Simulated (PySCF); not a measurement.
```yaml
atoms:
  - { symbol: C, position_ang: [-2.1778, 0.1244, 0.5062] }
  - { symbol: C, position_ang: [-0.8274, 0.4736, -0.1088] }
  - { symbol: C, position_ang: [-0.0803, -0.7920, -0.4957] }
  - { symbol: S, position_ang: [1.4571, -0.4723, -1.4327] }
  - { symbol: C, position_ang: [2.5039, 0.1718, -0.0887] }
  - { symbol: F, position_ang: [2.1940, 1.4276, 0.2544] }
  - { symbol: F, position_ang: [2.3999, -0.5599, 1.0244] }
  - { symbol: F, position_ang: [3.7789, 0.1674, -0.4590] }
  - { symbol: H, position_ang: [-2.0467, -0.4879, 1.3954] }
  - { symbol: H, position_ang: [-2.7927, -0.4246, -0.2033] }
  - { symbol: H, position_ang: [-2.7044, 1.0317, 0.7888] }
  - { symbol: H, position_ang: [-0.9739, 1.0904, -0.9974] }
  - { symbol: H, position_ang: [-0.2422, 1.0510, 0.6086] }
  - { symbol: H, position_ang: [-0.6708, -1.3943, -1.1862] }
  - { symbol: H, position_ang: [0.1778, -1.3988, 0.3719] }
```

Geometry: GFN2-xTB.

Method: PBE0/pcSseg-1, SCF density, gas phase, non-relativistic (PySCF 2.14.0).

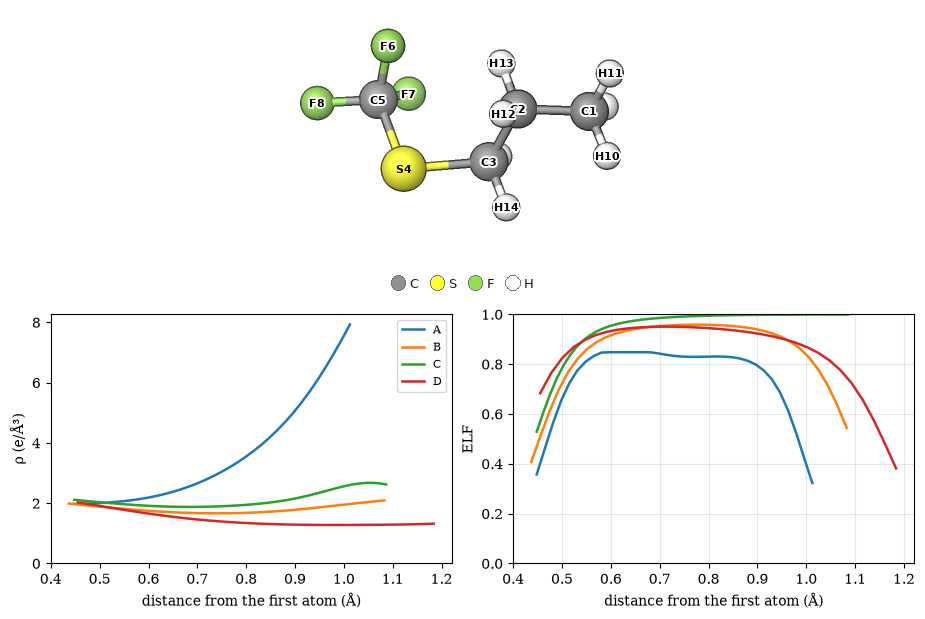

C$_{4}$H$_{7}$F$_{3}$S (SMILES CCCSC(F)(F)F). Electron density and ELF along straight lines between neighbouring atoms. The curves leave out the atomic cores. The structure is drawn too.

Which curve belongs to which contact (C–C, C–F, C–H and C–S)? The first atom named is at distance zero.

Answer. Curve A: C–F (1.33 Å): the density is about 2.4 e/Å³ at the midpoint; the ELF peaks at about 0.85 between the atoms; a polar covalent bond. Curve B: C–C (1.52 Å): ρ is about 1.7 e/Å³ halfway; the ELF peaks at about 0.95 between the atoms (localised, covalent bonding). Curve C: C–H (1.09 Å): ρ at the midpoint is about 2 e/Å³; the ELF climbs to about 1 towards the hydrogen, as it does in any bond to H: an ordinary covalent bond to hydrogen. Curve D: C–S (1.82 Å): ρ is about 1.3 e/Å³ halfway; the ELF peaks at about 0.95 between the atoms; a covalent bond.
